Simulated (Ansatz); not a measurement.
The figure comes from a scan of Sr₃Ti₂O₇ (space group I4/mmm): a phonon pattern at Γ is frozen into a 12-atom cell, Q being the largest atomic displacement. Computed with LDA (plane waves to 420 eV, PAW, scalar-relativistic; Ansatz, a quantum-chemistry and plane-wave program). k mesh 10×10×10 (Γ-centred), Fermi-Dirac smearing 0.05 eV. The energy includes the smearing's −TS. Left out: 1 of 13 points, with atoms too close for the PAW data. Sr3Ti2O7 is run without spin polarisation. Sr3Ti2O7 was relaxed with its symmetry unable to fall. The zero of ΔE is the undisplaced structure.

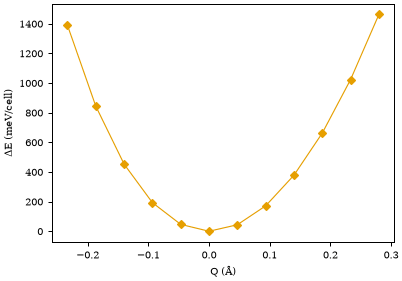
Fig. 1. ΔE (meV/cell) against Q (Å); one marker a computed point.

Problem. Turn the plot into a table (rounded to what can be read).

Solution. To the nearest 20:

```csv
Q (Å),ΔE (meV/cell)
-0.233,1380
-0.187,840
-0.140,460
-0.093,200
-0.047,40
0.000,0
0.047,40
0.093,180
0.140,380
0.187,660
0.233,1020
0.280,1460
```

(A displaced cell: forces are minus the slopes of the energy, force constants its curvatures, and phonons follow from these.)
